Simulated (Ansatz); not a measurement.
# Ga6Sb6 wurtzite hole sphere (Ga6Sb6H18): a short trajectory

What does Ga6Sb6 wurtzite hole sphere (Ga6Sb6H18) do in its first 25 fs with a Langevin thermostat, with the temperature set to 300 K?

Computed with Ansatz 0.2.0, Gaussian basis. Level: revPBE/def2-SVP with D4 dispersion.

## Step 1: Structure used throughout

The structure was relaxed beforehand with PBE-D4/def2-SVP. Sb takes the def2 core potential; no spin-orbit term is included.

30 atoms, charge 0, spin multiplicity 1.

Atoms are counted from 1 here; the program's logs count them from 0.

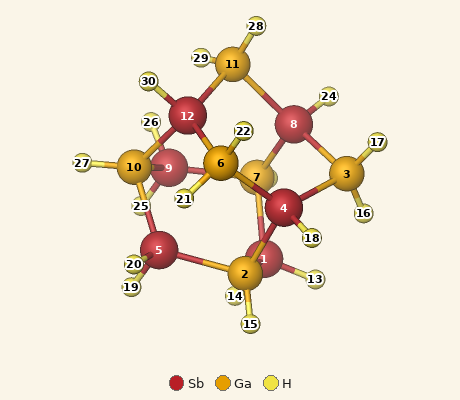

The geometry (antimony red, gallium amber, hydrogen yellow); atoms are numbered from 1 in the order of the file.

## Step 2: The run

The input, in.yaml:

```yaml
crystal:
  periodic: [false, false, false]
  atoms:
    - {symbol: Sb, position_ang: [-0.003441, -2.336420, -2.022267]}
    - {symbol: Ga, position_ang: [-2.364629, -1.364879, -1.123210]}
    - {symbol: Ga, position_ang: [0.001830, -2.800884, 2.202467]}
    - {symbol: Sb, position_ang: [-2.043433, -1.180250, 1.493599]}
    - {symbol: Sb, position_ang: [-2.023444, 1.165501, -2.022621]}
    - {symbol: Ga, position_ang: [-2.424066, 1.401477, 2.201118]}
    - {symbol: Ga, position_ang: [2.360577, -1.365995, -1.128496]}
    - {symbol: Sb, position_ang: [2.045566, -1.180547, 1.488899]}
    - {symbol: Sb, position_ang: [2.018610, 1.164927, -2.026976]}
    - {symbol: Ga, position_ang: [-0.001362, 2.727294, -1.128154]}
    - {symbol: Ga, position_ang: [2.428583, 1.401427, 2.195405]}
    - {symbol: Sb, position_ang: [0.001289, 2.360963, 1.489199]}
    - {symbol: H, position_ang: [-0.003722, -4.039514, -1.852335]}
    - {symbol: H, position_ang: [-0.005016, -2.308403, -3.742976]}
    - {symbol: H, position_ang: [-3.581104, -2.066209, -1.842603]}
    - {symbol: H, position_ang: [0.001503, -3.994180, 1.156795]}
    - {symbol: H, position_ang: [0.004546, -2.975701, 3.768849]}
    - {symbol: H, position_ang: [-3.472807, -2.005098, 1.979915]}
    - {symbol: H, position_ang: [-1.995748, 1.147415, -3.743491]}
    - {symbol: H, position_ang: [-3.499036, 2.017840, -1.858616]}
    - {symbol: H, position_ang: [-3.456818, 1.996891, 1.153680]}
    - {symbol: H, position_ang: [-2.576350, 1.492332, 3.767390]}
    - {symbol: H, position_ang: [3.575293, -2.067685, -1.850389]}
    - {symbol: H, position_ang: [3.476067, -2.005374, 1.971922]}
    - {symbol: H, position_ang: [1.988080, 1.147362, -3.747682]}
    - {symbol: H, position_ang: [3.494145, 2.016327, -1.864393]}
    - {symbol: H, position_ang: [-0.001092, 4.130323, -1.849672]}
    - {symbol: H, position_ang: [2.585181, 1.491235, 3.761051]}
    - {symbol: H, position_ang: [3.458945, 1.996011, 1.145490]}
    - {symbol: H, position_ang: [0.002052, 4.012016, 1.973201]}
basis:
  gaussian: {orbitals: def2-SVP, fitting: {mean_field: def2-universal-jkfit}}
hamiltonian: {xc: {name: revPBE}, dispersion: d4}
md: {timestep: 1 fs, n_steps: 25, ensemble: nvt_langevin, temperature: 300, initial_velocities: maxwell_boltzmann, friction: 0.01, seed: 815}
scf: {omitted_lower_state_checks: [starts]}
```

Command:

```
> ansatz run in.yaml --threads 2 --pin off --events-out ev --progress --plain --max-ram 32768MiB --backend cuda --devices 0, --max-vram 18GiB
```

Output (excerpt; [...] marks lines left out):

```text
Functional definition: revPBE
  name "revPBE"
  cite "Zhang & Yang, Phys. Rev. Lett. 80, 890 (1998) doi:10.1103/PhysRevLett.80.890"
  cite "Perdew, Burke & Ernzerhof, Phys. Rev. Lett. 77, 3865 (1996) doi:10.1103/PhysRevLett.77.3865"
[...]
3228 factors; integrals over basis functions are off by at most 3.5e-1 eV
[...]
mean field -353734.96767365 eV, -12999.5202918340 hartree, gradient 5.9e-5 eV, S^2 0.000000; 0 other end points of the search recorded, 0 dependent functions left out
[...]
reference -353734.96778612 eV, -12999.5202959669 hartree; 171, 171 occupied and 267, 267 virtual orbitals, 3228 factors
md step     0: t =     0.00 fs  T =   290.0 K  F+E_penalty+E_count = -353739.12298260 eV  E_kin = 1.124562 eV  (28 SCF iters)
[...]
md step     6: t =     6.00 fs  T =   206.3 K  F+E_penalty+E_count = -353738.80869131 eV  E_kin = 0.800036 eV  (28 SCF iters, 3 dispersion substeps)
[...]
md step    12: t =    12.00 fs  T =   147.2 K  F+E_penalty+E_count = -353738.51097150 eV  E_kin = 0.570684 eV  (28 SCF iters, 3 dispersion substeps)
[...]
md step    18: t =    18.00 fs  T =   180.9 K  F+E_penalty+E_count = -353738.65101355 eV  E_kin = 0.701554 eV  (28 SCF iters, 3 dispersion substeps)
[...]
md step    24: t =    24.00 fs  T =   176.6 K  F+E_penalty+E_count = -353738.52653300 eV  E_kin = 0.684649 eV  (28 SCF iters, 3 dispersion substeps)
[...]
Atom 14 at    -3.627528    -1.944588    -1.996214 Å, force     0.109824    -0.002852     0.238549 eV/Å
Atom 15 at    -0.059708    -3.895965     1.115553 Å, force     0.067009    -0.133653     0.032504 eV/Å
Atom 16 at    -0.093833    -3.102912     3.803553 Å, force     0.023969     0.090385    -0.029231 eV/Å
Atom 17 at    -3.516206    -1.741755     1.992912 Å, force    -0.416221    -0.352146     0.152882 eV/Å
Atom 18 at    -2.114704     1.497339    -3.756950 Å, force    -0.072833    -0.208999     0.203560 eV/Å
Atom 19 at    -3.454625     1.941018    -1.569457 Å, force    -0.124663     0.158318    -0.101689 eV/Å
Atom 20 at    -3.337561     1.943023     0.939518 Å, force     0.016037    -0.000585     0.110126 eV/Å
Atom 21 at    -2.893844     1.450433     3.637653 Å, force     0.108510     0.035400     0.119697 eV/Å
Atom 22 at     3.516140    -2.194916    -1.700644 Å, force     0.617332    -0.393284    -0.320039 eV/Å
Atom 23 at     3.535762    -1.925096     1.889404 Å, force     0.009175    -0.113204     0.123893 eV/Å
Atom 24 at     1.905021     0.909318    -3.788165 Å, force     0.158129     0.227857     0.446567 eV/Å
Atom 25 at     3.634352     1.945694    -1.978453 Å, force    -0.382646    -0.133945    -0.170908 eV/Å
Atom 26 at     0.196038     4.102078    -1.638242 Å, force    -0.150758     0.311417    -0.257861 eV/Å
Atom 27 at     2.612200     1.716680     3.732253 Å, force    -0.021864    -0.178896    -0.187686 eV/Å
Atom 28 at     3.543643     1.748431     1.099104 Å, force    -0.036916     0.166732    -0.069263 eV/Å
Atom 29 at     0.149612     4.054902     1.824595 Å, force    -0.076312    -0.048454     0.072816 eV/Å
Dipole moment:    -0.169246    -0.094800    -1.006431 e Å
Checks for a lower state left out: starts
```

Wall time 1.9 min (1 × H100 (card shared with other runs) with 2 threads of AMD EPYC 7R13, shared host).

## Step 3: The trajectory

One row in 2; energies are counted from the first frame:

| time (fs) | T (K) | potential (meV) | Ga7–H23 (Å) |
| --- | --- | --- | --- |
| 0.0 | 290 | 0.0 | 1.578 |
| 2.0 | 232 | 166.7 | 1.509 |
| 4.0 | 184 | 377.4 | 1.476 |
| 6.0 | 206 | 314.3 | 1.497 |
| 8.0 | 228 | 214.4 | 1.563 |
| 10.0 | 205 | 360.1 | 1.634 |
| 12.0 | 147 | 612.0 | 1.679 |
| 14.0 | 132 | 689.6 | 1.689 |
| 16.0 | 166 | 555.2 | 1.656 |
| 18.0 | 181 | 472.0 | 1.598 |
| 20.0 | 156 | 581.7 | 1.532 |
| 22.0 | 134 | 712.8 | 1.491 |
| 24.0 | 177 | 596.5 | 1.501 |

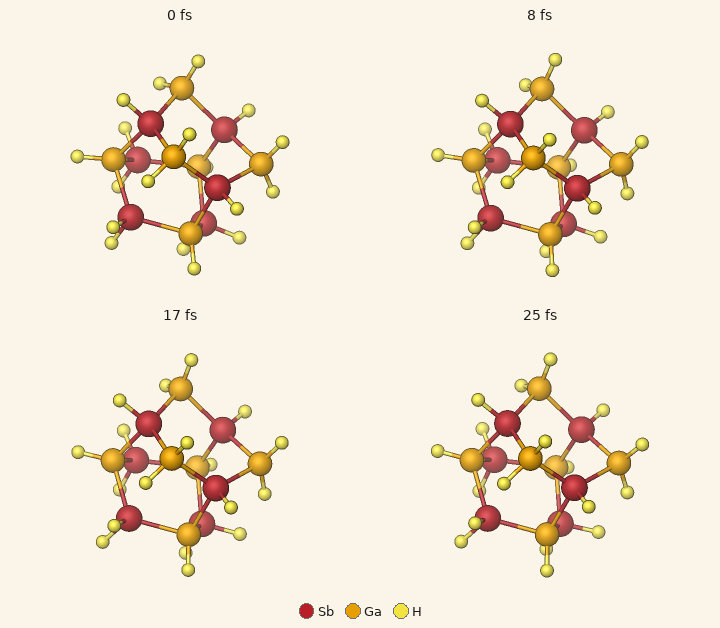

Four frames; sticks are those of the first frame.

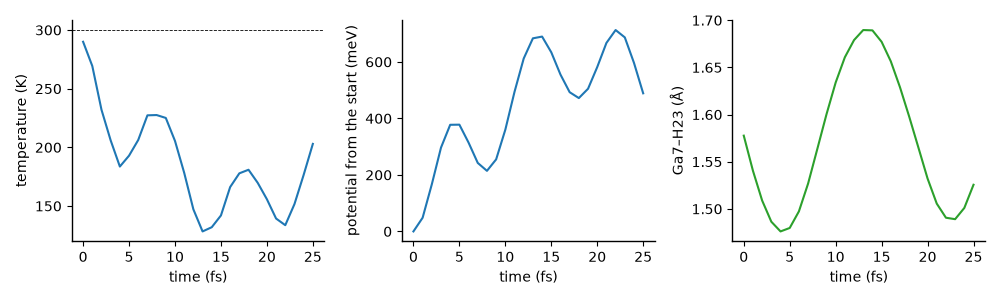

Temperature (the set value dashed), potential energy and the bond that swings most.

Positions (Å) and forces (eV/Å) at 25.0 fs:

```xyz
30

Sb   -0.008   -2.328   -2.028   -0.337    0.302    1.248
Ga   -2.442   -1.340   -1.113    0.244   -0.398   -0.539
Ga    0.032   -2.802    2.258   -0.012   -0.207   -0.093
Sb   -2.010   -1.187    1.480    0.325    0.362   -0.075
Sb   -2.036    1.139   -2.060    0.134    0.506   -0.058
Ga   -2.441    1.376    2.135    0.003    0.293   -0.281
Ga    2.348   -1.392   -1.137   -0.603    0.765    0.397
Sb    2.043   -1.171    1.511   -0.110   -0.193   -0.090
Sb    2.072    1.174   -2.052   -0.026   -0.263   -0.080
Ga   -0.092    2.692   -1.048    0.457   -0.325   -0.605
Ga    2.444    1.372    2.182    0.103    0.265    0.229
Sb    0.026    2.368    1.486   -0.030   -0.124    0.701
H    -0.031   -3.946   -1.504    0.035   -0.199   -0.118
H     0.092   -2.549   -3.663   -0.009   -0.208   -1.000
H    -3.628   -1.945   -1.996    0.110   -0.003    0.239
H    -0.060   -3.896    1.116    0.067   -0.134    0.033
H    -0.094   -3.103    3.804    0.024    0.090   -0.029
H    -3.516   -1.742    1.993   -0.416   -0.352    0.153
H    -2.115    1.497   -3.757   -0.073   -0.209    0.204
H    -3.455    1.941   -1.569   -0.125    0.158   -0.102
H    -3.338    1.943    0.940    0.016   -0.001    0.110
H    -2.894    1.450    3.638    0.109    0.035    0.120
H     3.516   -2.195   -1.701    0.617   -0.393   -0.320
H     3.536   -1.925    1.889    0.009   -0.113    0.124
H     1.905    0.909   -3.788    0.158    0.228    0.447
H     3.634    1.946   -1.978   -0.383   -0.134   -0.171
H     0.196    4.102   -1.638   -0.151    0.311   -0.258
H     2.612    1.717    3.732   -0.022   -0.179   -0.188
H     3.544    1.748    1.099   -0.037    0.167   -0.069
H     0.150    4.055    1.825   -0.076   -0.048    0.073
```

## Step 4: What came out

```
                         quantity                          value
                           length             25 steps of 1.0 fs
temperature, first and last frame                     290, 203 K
         temperature, second half  mean 158 K, from 128 to 203 K
           swing of the potential                        713 meV
                 range of Ga7–H23               1.476 to 1.690 Å
```

**Reading.** From 290 K at the start the temperature swings between 128 and 290 K: with 30 atoms it has no steady value yet; starting near a minimum, about half of the kinetic energy flows into the potential. Ga7–H23 swings most, by 0.21 Å; no bond breaks. A run of 25 fs gives no averages.
